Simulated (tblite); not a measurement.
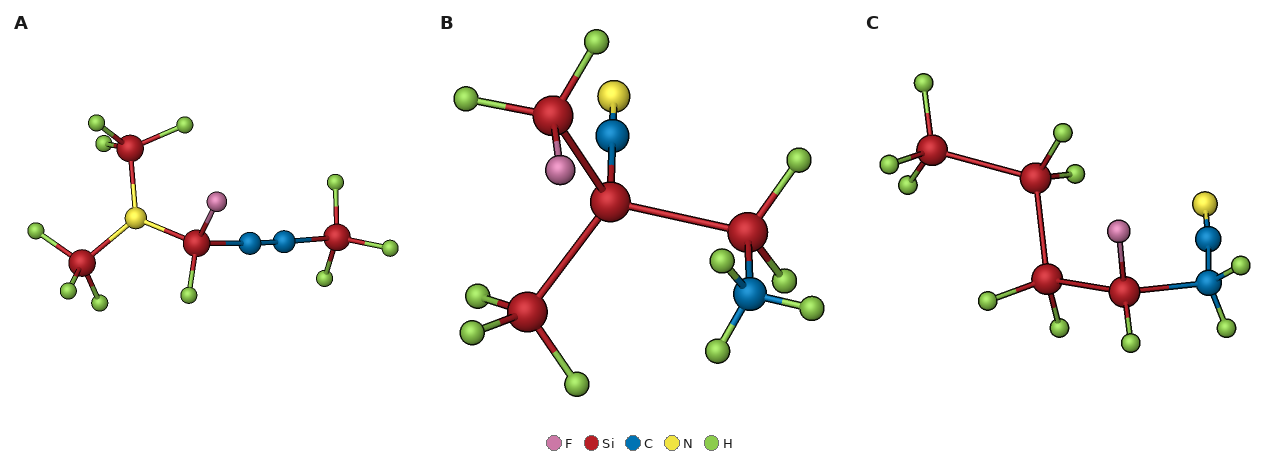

Figure made from data computed with tblite.

Match each picture to its SMILES.
(1) F[Si@H](C#C[SiH3])N([SiH3])[SiH3]
(2) C[SiH2][Si@]([SiH3])(C#N)[SiH2]F
(3) N#CC[Si@@H](F)[SiH2][SiH2][SiH3]

Answer. A is (1), B is (2), C is (3).
